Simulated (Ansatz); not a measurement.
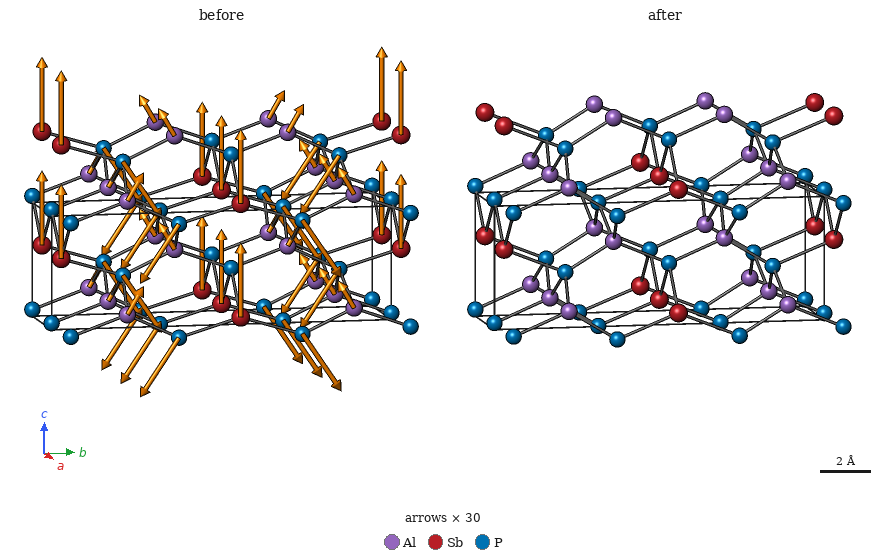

The structure of crystalline Al₂SbP₃ (built on the Cu2GeS3-44 type type) before (left) and after (right) a relaxation, at one scale. The orange arrows give the displacements (the part carried along by the change of the cell is left out), 30 times their true length.

The picture is a ball-and-stick view of the conventional cell (2 times the calculation's cell), repeated 2 × 1 × 2 with one cell outlined, seen slightly off an axis. Lengths and directions refer to the drawn axes.

Level of theory: Ansatz, DFT, r2SCAN+rVV10, plane waves, PAW. (plane-wave cutoff 500 eV; k-point mesh 8 × 8 × 8; occupations fermi dirac; smearing width 0.03 eV; no spin polarisation; cell and atoms relaxed; force threshold 0.01 eV/Å; at most 120 steps)

Describe what moved and what it gained.

The energy falls by 7.8 meV per atom in 6 accepted moves (7 points after the start). The largest force component goes from 0.18 to 0.0073 eV/Å. Pressure: 0.58 GPa at the start and 0.01 GPa at the end. The SCF was repeated once at an unchanged geometry on a basis and grid sized afresh for the cell, which shifted the energy by 0.1 meV per atom at most. The atom that moves furthest relative to the cell is the Sb atom (0.10 Å along +c). Largest moves by element: Sb 0.10 Å, P 0.10 Å, Al 0.04 Å. The drawn cell changes as follows: a 3.872 → 3.850 Å (−0.6 %), b 14.093 → 13.678 Å (−2.9 %), c 4.666 → 5.070 Å (+8.7 %); the volume changes by +4.9 %. Among the contacts that change: P–Sb 2.669 → 2.732 Å, Al–P 2.368 → 2.342 Å, P–Sb 2.602 → 2.614 Å. Among the angles between lasting bonds that change: Al–P–Sb 138.3° → 127.1°, P–Sb–P 146.8° → 136.5°, P–Al–P 135.2° → 126.0°. The space group stays Imm2 (No. 44). The run took 4.5 min on 2 threads of Arm Neoverse V2, with other jobs on the host, peak memory 0.93 GiB.
